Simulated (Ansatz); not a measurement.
# Changed inputs in constrained RPA: KCoF3 (Pm-3m)

What does U in KCoF3 (Pm-3m) depend on besides the window?

Program: Ansatz 0.2.0. Level of theory: constrained RPA on LDA, plane waves, PAW. Results are calculated unless marked as measured.

### Step 1. The starting structure

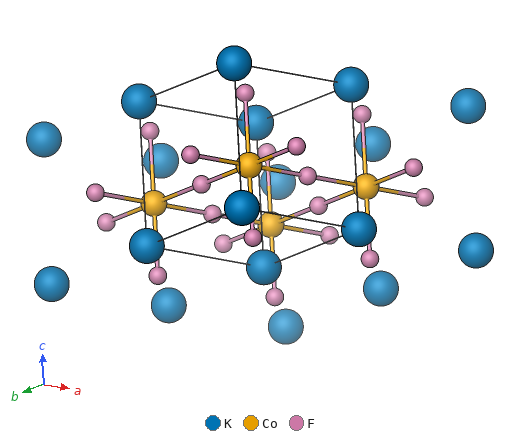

The starting structure, seen from a free direction (potassium blue, cobalt orange, fluorine pink). 2×2×1 cells are drawn. Some periodic images of atoms are drawn too.

The cell and positions come from the Crystallography Open Database and are kept as given unless a step says otherwise. The program's search for lower electronic states was switched off, so nothing shows that the state found is the lowest. The default PAW set here is soft_2. Its files were made with PBE.

### Step 2. Base: Co d, bands v4 to c1, 6×6×6 mesh, medium accuracy

Constrained RPA screens the interaction with every transition except those inside the target bands, which a later many-body model would treat itself.

Input file input.yaml:

```yaml
crystal:
  lattice:
    - [-4.071, 0.0, 0.0]
    - [0.0, 0.0, -4.071]
    - [0.0, -4.071, 0.0]
  atoms:
    - { symbol: K, position: [0.0, 0.0, 0.0] }
    - { symbol: Co, position: [0.5, 0.5, 0.5] }
    - { symbol: F, position: [0.0, 0.5, 0.5] }
    - { symbol: F, position: [0.5, 0.0, 0.5] }
    - { symbol: F, position: [0.5, 0.5, 0.0] }
kpoints:
  mp_grid: { grid: [6, 6, 6] }
hamiltonian:
  xc: lda
scf:
  occupations: { method: gaussian, width: 0.08 }
  n_extra_bands: 19
  max_iter: 150
  lower_state_search: "off"
output:
  crpa:
    kmesh: [6, 6, 6]
    target_bands: [v4, c1]
    projections: [{ species: Co, l: d, shell: 3 }]
  local_orbitals:
    kmesh: [6, 6, 6]
    orbitals: [{ species: Co, l: d, shell: 3 }]
    window: { bands: [v4, c1] }
    seedname: lo
```

Launch:

```sh
$ ansatz run input.yaml --threads 4 --pin off --max-ram 14745MiB --backend cpu --events-out ev --progress --plain --runs-dir out
```

Numbers of over 12 decimals in the logs are rounded to 6 here.

Log:

```text
scf.n_extra_bands = 19 over 24 filled bands (N_el = 47.0): the run solves 43 bands
Engine: ansatz 0.2.0, aarch64-unknown-linux-gnu
Pseudopotentials: kind: paw
Pseudopotential: K, paw, valence charge 9, recommended cutoff 420 eV (normal), K.paw.azcp
Pseudopotential: Co, paw, valence charge 17, recommended cutoff 420 eV (normal), Co.paw.azcp
Pseudopotential: F, paw, valence charge 7, recommended cutoff 420 eV (normal), F.paw.azcp
Functional definition: SPW92
  exchange = slater_x
  correlation = pw_c
Crystal: 5 atoms, lattice volume = 67.469 Å³
Basis set: ecut = 420 eV, 1357 PW (Γ)
Bands: 43, of which v1, the nominal top of the filled ones, is band 24 counted from 1 (23 counted from 0)
Symmetry: 48 space group operations
Space group: Pm-3m (ITA 221), of the structure as read, at distance tolerance 4.1e-5 Å
k-points: 20 of 216
Non-local potential: K, projectors of the file, l = 0: 3, l = 1: 2, l = 2: 2
Non-local potential: Co, projectors of the file, l = 0: 3, l = 1: 2, l = 2: 3, l = 3: 1
Non-local potential: F, projectors of the file, l = 0: 2, l = 1: 2, l = 2: 1
PAW form: soft (Blöchl's): semilocal exchange-correlation on the pseudo side does not see the compensation charge
PAW frozen core: K, regenerated for the run's functional, and the local potential with it (the file was generated under x = pbe(κ = 0.804, μ = 0.219515), c = pbe(β = 0.066725))
PAW frozen core: Co, regenerated for the run's functional, and the local potential with it (the file was generated under x = pbe(κ = 0.804, μ = 0.219515), c = pbe(β = 0.066725))
PAW frozen core: F, regenerated for the run's functional, and the local potential with it (the file was generated under x = pbe(κ = 0.804, μ = 0.219515), c = pbe(β = 0.066725))
PAW one-centre angular grid: K, 110 points (default); XC on 64 Gauss nodes
PAW one-centre angular grid: Co, 590 points (default); XC on 64 Gauss nodes
PAW one-centre angular grid: F, 110 points (default); XC on 64 Gauss nodes
Initial density: superposition of atomic densities (neutral atoms: chi_scale 0, normalization atom), corrected by the library's trained network
Initial wavefunctions: pseudopotential atomic-orbital guess
Functional: x = slater, c = lda
SCF iter   1: F=—  HF=-8941.848626 eV  |F-HF|=—  |Δ(HF+E_count)|=         —  Δρ=2.21e-2  dr2=2.05e-1  ethr=1.77e-3  ⟨swp⟩=5.6  Hψ=3794  notcnv=0  defer=150
preconditioner: auto → LDOS  [metal: Δε(μ)=0.053 eV  Ē_g=21.135 eV  σ=0.080 eV  W_gap=0.36  n_scr=18 (ndim 8)  ℏωp=28.2 eV  f_vac=0.077  D(μ)=8.78/eV (n_scr^D=122)  β→1.0]
SCF iter   2: F=—  HF=-8941.836630 eV  |F-HF|=—  |Δ(HF+E_count)|=   1.20e-2  Δρ=2.15e-2  dr2=1.44e-1  ethr=4.36e-4  ⟨swp⟩=2.0  Hψ=1640  notcnv=0  defer=239
[...]
cRPA screening: q 2/216
cRPA screening: q 8/216 (q-point 3)
cRPA screening: q 14/216 (q-point 4)
cRPA screening: q 17/216 (q-point 8)
cRPA screening: q 29/216 (q-point 9)
cRPA screening: q 53/216 (q-point 10)
cRPA screening: q 65/216 (q-point 15)
cRPA screening: q 77/216 (q-point 16)
cRPA screening: q 89/216 (q-point 22)
[...]
cRPA screening: q 190/216 (q-point 87)
cRPA screening: q 198/216 (q-point 88)
cRPA screening: q 210/216 (q-point 94)
cRPA screening: q 216/216 (q-point 130)
SCF converged after 8 iterations
Free energy (F): -8941.785149 eV
Harris-Foulkes:  -8941.785149 eV  (|F-HF|=3.76e-9)
Internal energy: -8941.757100 eV  (E = F + TS)
E sigma→0 (E₀):  -8941.771124 eV
Entropy (-TS):   -0.028049 eV (-5.610 meV/atom)
Fermi energy:    6.300824 eV
--- Per-component energies (eV) ---
  E_band       = -601.425015
  E_kinetic    = 1309.534229
  E_local      = -6452.993310  (includes V_loc(G=0)·N_el)
  E_nonlocal   = 712.934456
  E_hartree    = 2607.718220
  E_xc         = -519.167990
  E_vxc        = -663.952035  (∫ρ·V_xc dr)
  E_paw        = -2759.086008  (= ΣΔE_a)
  E_vpaw       = -722.382602  (= ΣTr[D̂ρ^β])
  E_aug_tail   = 0.006635  (compensation charges beyond the density's cutoff)
  E_ewald      = -3841.718838
  E_core_change = 1.015506  (= ΣΔE_core)
  E_smearing   = -0.028049  (= −TS)
  E_closure    = 0.000000  (closes the sum)
  Σ components = -8941.785149   (vs F -8941.785149, Δ=0.00e0)
--- Band table (eV; the first three rows and the last of 20) ---
  k-point 0: bands = [... 20 lower, 5.5287, 5.5287, 5.5287, 5.8106, 5.8106, 9.0795, 12.6856, 12.6856, ... 15 higher]
  k-point 1: bands = [... 20 lower, 5.5340, 5.6676, 5.6676, 5.8117, 6.0997, 9.5632, 12.9046, 12.9259, ... 15 higher]
  k-point 2: bands = [... 20 lower, 5.5446, 5.8139, 5.9262, 5.9262, 6.5210, 10.7955, 13.0862, 13.3675, ... 15 higher]
  k-point 19: bands = [... 20 lower, 6.3392, 6.3392, 6.3392, 7.7066, 7.7066, 12.8232, 12.8232, 12.8232, ... 15 higher]
--- cRPA (band scheme, projected local orbitals): target bands 21..25 (1-based), 5 Wannier function(s), 6×6×6 mesh, 50 bands' worth read of 55 solved, ecut_chi 136.0 eV, v(q+G=0) probe_charge, pair densities all_electron ---
  bands read: the sum over 50 bands ends inside a degenerate multiplet in 1 slot, whose members it reads at an even weight; the widest, k=129: bands 49 to 51 (counted from 1) at 2/3 each
  χ-basis size per q: N_G = 232..280
  window electrons = 7.0000, filled by tetrahedron_uncorrected; constrained ε̄⁻¹(q = 0, 0) head = 0.419583; min gauge Gram eig = 0.7237
  Kanamori averages over each shell's own Wannier functions (sites counted from 0, functions from 1):
    Site 1, 3D, 5 of 5 d orbitals (Wannier functions 1, 2, 3, 4, 5; wannier90's mr 1, 2, 3, 4, 5):
      screened: U = 7.6734 eV, U' = 6.4129 eV, J = 0.6362 eV
      screened d-shell averages: U_bar = F0 = 6.6650 eV, J_bar = 0.8883 eV
      screened, to within: U = 2.6e-2 eV, U' = 2.6e-2 eV, J = 9.7e-4 eV
      screened d-shell averages, to within: U_bar = 2.4e-2 eV, J_bar = 1.4e-3 eV
      bare: V = 22.6341 eV, V' = 21.0663 eV, J = 0.7666 eV
      bare d-shell averages: V_bar = F0 = 21.3799 eV, J_bar = 1.0801 eV
  Hermiticity witness max|P − P†| over intra, direct and exchange elements: 1.42e-14 eV (screened), 3.55e-15 eV (bare)
  Reality witness max|Im| over intra, direct and exchange elements: 7.14e-19 eV (screened), 1.71e-18 eV (bare)
```

Elapsed: 8.2 min, on 4 threads of Arm Neoverse V1, shared host; peak memory 0.82 GiB; 32 min of CPU time.

Numbers from this step:

* U: 7.673 eV
* U prime (inter-orbital): 6.413 eV
* J: 0.6362 eV
* bare V: 22.63 eV
* bare J: 0.7666 eV
* stated bound on U: 0.02505 eV
* U over bare V: 0.3390
* electrons in the window: 7.000
* head of the constrained inverse dielectric matrix: 0.4196
* least eigenvalue of the projection's overlap: 0.7237
* target functions: 5
* bands in the sums: 50
* r.m.s. miss of the model bands: 2.92e-4 eV
* width of the target bands: 2.178 eV
* weight of the projected orbitals in the window: 0.8906

On the Co d shell, screening brings the on-site interaction from 22.6 eV down to U = 7.67 eV.

### Step 3. Changed: 4×4×4 mesh

Edit input.yaml of step 2 so:

```diff
@@ -22,9 +22,4 @@
   crpa:
-    kmesh: [6, 6, 6]
+    kmesh: [4, 4, 4]
     target_bands: [v4, c1]
     projections: [{ species: Co, l: d, shell: 3 }]
-  local_orbitals:
-    kmesh: [6, 6, 6]
-    orbitals: [{ species: Co, l: d, shell: 3 }]
-    window: { bands: [v4, c1] }
-    seedname: lo
```

Log:

```text
[...]
Crystal: 5 atoms, lattice volume = 67.469 Å³
Basis set: ecut = 420 eV, 1357 PW (Γ)
Bands: 43, of which v1, the nominal top of the filled ones, is band 24 counted from 1 (23 counted from 0)
Symmetry: 48 space group operations
[...]
k-points: 20 of 216
[...]
SCF iter   1: F=—  HF=-8941.848626 eV  |F-HF|=—  |Δ(HF+E_count)|=         —  Δρ=2.21e-2  dr2=2.05e-1  ethr=1.77e-3  ⟨swp⟩=5.6  Hψ=3794  notcnv=0  defer=150
[...]
SCF iter   8: F=-8941.785149 eV  HF=-8941.785149 eV  |F-HF|=3.76e-9  |Δ(HF+E_count)|=   1.17e-7  Δρ=6.49e-6  dr2=1.69e-8  ethr=2.13e-10  ⟨swp⟩=9.2  Hψ=4478  notcnv=0
SCF 1 converged in 8 iterations: F = -8941.785149 eV  dr2 = 1.69e-8
[...]
NSCF: frozen V_eff on 10 k-points
[...]
cRPA screening: q 1/64
cRPA screening: q 2/64
cRPA screening: q 8/64 (q-point 3)
cRPA screening: q 11/64 (q-point 6)
cRPA screening: q 23/64 (q-point 7)
[...]
E sigma→0 (E₀):  -8941.771124 eV
Entropy (-TS):   -0.028049 eV (-5.610 meV/atom)
Fermi energy:    6.300824 eV
[...]
--- Band table (eV; the first three rows and the last of 20) ---
  k-point 0: bands = [... 20 lower, 5.5287, 5.5287, 5.5287, 5.8106, 5.8106, 9.0795, 12.6856, 12.6856, ... 15 higher]
  k-point 1: bands = [... 20 lower, 5.5340, 5.6676, 5.6676, 5.8117, 6.0997, 9.5632, 12.9046, 12.9259, ... 15 higher]
  k-point 2: bands = [... 20 lower, 5.5446, 5.8139, 5.9262, 5.9262, 6.5210, 10.7955, 13.0862, 13.3675, ... 15 higher]
  k-point 19: bands = [... 20 lower, 6.3392, 6.3392, 6.3392, 7.7066, 7.7066, 12.8232, 12.8232, 12.8232, ... 15 higher]
[...]
χ-basis size per q: N_G = 232..280
[...]
screened: U = 7.7301 eV, U' = 6.4688 eV, J = 0.6364 eV
      screened d-shell averages: U_bar = F0 = 6.7210 eV, J_bar = 0.8887 eV
      screened, to within: U = 2.5e-2 eV, U' = 2.5e-2 eV, J = 9.6e-4 eV
      screened d-shell averages, to within: U_bar = 2.4e-2 eV, J_bar = 1.4e-3 eV
      bare: V = 22.6495 eV, V' = 21.0814 eV, J = 0.7668 eV
      bare d-shell averages: V_bar = F0 = 21.3950 eV, J_bar = 1.0804 eV
[...]
[key lines of the parts left out:]
SCF converged after 8 iterations
Free energy (F): -8941.785149 eV
```

Run time: 77 s. Hardware: 4 threads; peak memory 0.59 GiB.

This step gave:

```
U                                                 : 7.730 eV
U prime (inter-orbital)                           : 6.469 eV
J                                                 : 0.6364 eV
bare V                                            : 22.65 eV
bare J                                            : 0.7668 eV
stated bound on U                                 : 0.02497 eV
U over bare V                                     : 0.3413
electrons in the window                           : 7.000
head of the constrained inverse dielectric matrix : 0.4259
least eigenvalue of the projection's overlap      : 0.7237
target functions                                  : 5
bands in the sums                                 : 50
width of the target bands                         : 2.178 eV
weight of the projected orbitals in the window    : 0.8906
```

On the Co d shell, screening brings the on-site interaction from 22.6 eV down to U = 7.73 eV.

### Step 4. Changed: 2×2×2 mesh

Edit input.yaml of step 3 so:

```diff
@@ -22,3 +22,3 @@
   crpa:
-    kmesh: [4, 4, 4]
+    kmesh: [2, 2, 2]
     target_bands: [v4, c1]
```

Log:

```text
[...]
Crystal: 5 atoms, lattice volume = 67.469 Å³
Basis set: ecut = 420 eV, 1357 PW (Γ)
Bands: 43, of which v1, the nominal top of the filled ones, is band 24 counted from 1 (23 counted from 0)
Symmetry: 48 space group operations
[...]
k-points: 20 of 216
[...]
χ-basis size per q: N_G = 232..280
[...]
screened: U = 8.3763 eV, U' = 7.0903 eV, J = 0.6429 eV
      screened d-shell averages: U_bar = F0 = 7.3475 eV, J_bar = 0.9001 eV
      screened, to within: U = 2.1e-2 eV, U' = 2.1e-2 eV, J = 9.9e-4 eV
      screened d-shell averages, to within: U_bar = 1.9e-2 eV, J_bar = 1.4e-3 eV
      bare: V = 22.9360 eV, V' = 21.3554 eV, J = 0.7756 eV
      bare d-shell averages: V_bar = F0 = 21.6715 eV, J_bar = 1.0917 eV
[...]
[key lines of the parts left out:]
SCF converged after 8 iterations
Free energy (F): -8941.785149 eV
Fermi energy:    6.300824 eV
```

It took 9.5 s on 4 threads; peak memory 0.5 GiB.

This step gave:

- U: 8.376 eV
- U prime (inter-orbital): 7.090 eV
- J: 0.6429 eV
- bare V: 22.94 eV
- bare J: 0.7756 eV
- stated bound on U: 0.02026 eV
- U over bare V: 0.3652
- electrons in the window: 7.000
- head of the constrained inverse dielectric matrix: 0.4116
- least eigenvalue of the projection's overlap: 0.7237
- target functions: 5
- bands in the sums: 50
- width of the target bands: 2.178 eV
- weight of the projected orbitals in the window: 0.8906

On the Co d shell, screening brings the on-site interaction from 22.9 eV down to U = 8.38 eV.

### Step 5. Changed: smooth pair densities

Edit input.yaml of step 4 so:

```diff
@@ -22,4 +22,5 @@
   crpa:
-    kmesh: [2, 2, 2]
+    kmesh: [6, 6, 6]
     target_bands: [v4, c1]
     projections: [{ species: Co, l: d, shell: 3 }]
+    pair_densities: pseudo
```

Log:

```text
[...]
Crystal: 5 atoms, lattice volume = 67.469 Å³
Basis set: ecut = 420 eV, 1357 PW (Γ)
Bands: 43, of which v1, the nominal top of the filled ones, is band 24 counted from 1 (23 counted from 0)
Symmetry: 48 space group operations
[...]
k-points: 20 of 216
[...]
screened, to within: U = 3.1e-3 eV, U' = 3.1e-3 eV, J = 1.7e-4 eV
      screened d-shell averages, to within: U_bar = 2.8e-3 eV, J_bar = 2.3e-4 eV
      screened, sum over states alone: U = 8.6436 eV, U' = 7.1323 eV, J = 0.7445 eV
      screened d-shell averages, sum over states alone: U_bar = F0 = 7.4345 eV, J_bar = 1.0467 eV
      bare: V = 22.6341 eV, V' = 21.0663 eV, J = 0.7666 eV
      bare d-shell averages: V_bar = F0 = 21.3799 eV, J_bar = 1.0801 eV
[...]
[key lines of the parts left out:]
SCF converged after 8 iterations
Free energy (F): -8941.785149 eV
Fermi energy:    6.300824 eV
```

Elapsed: 12 min, on 4 threads; peak memory 0.76 GiB; 46 min of CPU time.

This step gave:

- U: 7.750 eV
- U prime (inter-orbital): 6.405 eV
- J: 0.6817 eV
- bare V: 22.63 eV
- bare J: 0.7666 eV
- stated bound on U: 0.003048 eV
- U over bare V: 0.3424
- electrons in the window: 7.000
- head of the constrained inverse dielectric matrix: 0.4201
- least eigenvalue of the projection's overlap: 0.7237
- target functions: 5
- bands in the sums: 50
- width of the target bands: 2.178 eV
- weight of the projected orbitals in the window: 0.8906

On the Co d shell, screening brings the on-site interaction from 22.6 eV down to U = 7.75 eV.

### Step 6. Changed: accuracy high

Edit input.yaml of step 5 so:

```diff
@@ -25,2 +25,2 @@
     projections: [{ species: Co, l: d, shell: 3 }]
-    pair_densities: pseudo
+    accuracy: high
```

Log:

```text
[...]
Crystal: 5 atoms, lattice volume = 67.469 Å³
Basis set: ecut = 420 eV, 1357 PW (Γ)
Bands: 43, of which v1, the nominal top of the filled ones, is band 24 counted from 1 (23 counted from 0)
Symmetry: 48 space group operations
[...]
k-points: 20 of 216
[...]
χ-basis size per q: N_G = 232..280
[...]
screened: U = 7.6756 eV, U' = 6.4148 eV, J = 0.6363 eV
      screened d-shell averages: U_bar = F0 = 6.6670 eV, J_bar = 0.8884 eV
      screened, to within: U = 9.3e-4 eV, U' = 9.3e-4 eV, J = 8.7e-5 eV
      screened d-shell averages, to within: U_bar = 7.9e-4 eV, J_bar = 1.3e-4 eV
      bare: V = 22.6341 eV, V' = 21.0663 eV, J = 0.7666 eV
      bare d-shell averages: V_bar = F0 = 21.3799 eV, J_bar = 1.0801 eV
[...]
[key lines of the parts left out:]
SCF converged after 8 iterations
Free energy (F): -8941.785149 eV
Fermi energy:    6.300824 eV
```

Run time: 14 min. Hardware: 4 threads; peak memory 0.9 GiB.

Numbers from this step:

| Property | Result |
| --- | --- |
| U | 7.676 eV |
| U prime (inter-orbital) | 6.415 eV |
| J | 0.6363 eV |
| bare V | 22.63 eV |
| bare J | 0.7666 eV |
| stated bound on U | 9.22e-4 eV |
| U over bare V | 0.3391 |
| electrons in the window | 7.000 |
| head of the constrained inverse dielectric matrix | 0.4196 |
| least eigenvalue of the projection's overlap | 0.7237 |
| target functions | 5 |
| bands in the sums | 50 |
| width of the target bands | 2.178 eV |
| weight of the projected orbitals in the window | 0.8906 |

On the Co d shell, screening brings the on-site interaction from 22.6 eV down to U = 7.68 eV.

### Step 7. Changed: sums without a band count

Edit input.yaml of step 6 so:

```diff
@@ -25,2 +25,2 @@
     projections: [{ species: Co, l: d, shell: 3 }]
-    accuracy: high
+    accuracy: sum_over_states
```

Log:

```text
Error: 2 input errors — fix all and re-run
  1. invalid value for `output.crpa.n_empty_bands`: is left out, and the sums over bands alone (accuracy: sum_over_states under output.crpa) have no default for it, since their result follows it; type one, or take accuracy: low, medium or high under output.crpa
  2. invalid value for `output.crpa.ecut_chi`: is left out, and the sums over bands alone (accuracy: sum_over_states under output.crpa) have no default for it, since their result follows it; type one, or take accuracy: low, medium or high under output.crpa
```

The job ended after 0.11 s (4 threads; peak memory 0.086 GiB).

The input was rejected at the start.

The program's message: “Error: 2 input errors — fix all and re-run”

The fault put into this input: sums without a band count.

### Step 8. Changed: volume +6 %

The cell differs from the one that the last finished run ended in (a 4.071 → 4.151 Å, b 4.071 → 4.151 Å, c 4.071 → 4.151 Å).

input.yaml, the sections that differ from step 7:

```yaml
crystal:
  lattice:
    - [-4.1508438001, 0.0, 0.0]
    - [0.0, 0.0, -4.1508438001]
    - [0.0, -4.1508438001, 0.0]
  atoms:
    - { symbol: K, position: [0.0, 0.0, 0.0] }
    - { symbol: Co, position: [0.5, 0.5, 0.5] }
    - { symbol: F, position: [0.0, 0.5, 0.5] }
    - { symbol: F, position: [0.5, 0.0, 0.5] }
    - { symbol: F, position: [0.5, 0.5, 0.0] }
output:
  crpa:
    kmesh: [6, 6, 6]
    target_bands: [v4, c1]
    projections: [{ species: Co, l: d, shell: 3 }]
  local_orbitals:
    kmesh: [6, 6, 6]
    orbitals: [{ species: Co, l: d, shell: 3 }]
    window: { bands: [v4, c1] }
    seedname: lo
# kpoints, hamiltonian, scf: as in step 7
```

Log:

```text
[...]
Crystal: 5 atoms, lattice volume = 71.517 Å³
Basis set: ecut = 420 eV, 1365 PW (Γ)
Bands: 43, of which v1, the nominal top of the filled ones, is band 24 counted from 1 (23 counted from 0)
Symmetry: 48 space group operations
[...]
k-points: 20 of 216
[...]
χ-basis size per q: N_G = 250..280
[...]
screened: U = 7.6309 eV, U' = 6.3696 eV, J = 0.6365 eV
      screened d-shell averages: U_bar = F0 = 6.6219 eV, J_bar = 0.8887 eV
      screened, to within: U = 2.9e-2 eV, U' = 2.9e-2 eV, J = 9.9e-4 eV
      screened d-shell averages, to within: U_bar = 2.7e-2 eV, J_bar = 1.4e-3 eV
      bare: V = 22.6435 eV, V' = 21.0749 eV, J = 0.7676 eV
      bare d-shell averages: V_bar = F0 = 21.3886 eV, J_bar = 1.0813 eV
[...]
[key lines of the parts left out:]
SCF converged after 8 iterations
Free energy (F): -8941.439762 eV
Fermi energy:    5.462071 eV
```

Elapsed: 8.3 min, on 4 threads; peak memory 0.84 GiB.

Numbers from this step:

```
U                                                 : 7.631 eV
U prime (inter-orbital)                           : 6.370 eV
J                                                 : 0.6365 eV
bare V                                            : 22.64 eV
bare J                                            : 0.7676 eV
stated bound on U                                 : 0.02835 eV
U over bare V                                     : 0.3370
electrons in the window                           : 7.000
head of the constrained inverse dielectric matrix : 0.4236
least eigenvalue of the projection's overlap      : 0.7284
target functions                                  : 5
bands in the sums                                 : 50
r.m.s. miss of the model bands                    : 2.85e-4 eV
width of the target bands                         : 1.961 eV
weight of the projected orbitals in the window    : 0.8943
```

On the Co d shell, screening brings the on-site interaction from 22.6 eV down to U = 7.63 eV.

(Continued in part 2 of 2.)

[Paths, hosts, dates, memory and timing lines, banners, echoed tables and standing remarks are left out of the program output.]

[Logs are printed without paths, hosts, clocks, repeated set-up lines and the standing remarks that a program may print on its own settings, such as how far it seeks lower states.]

[Runs of the session that timed out or met a known fault of the program may be left out.]

[Hosts, paths, dates, database ids (printed as entryN), source tags and the programs' standing remarks are cut or masked in the printed files.]
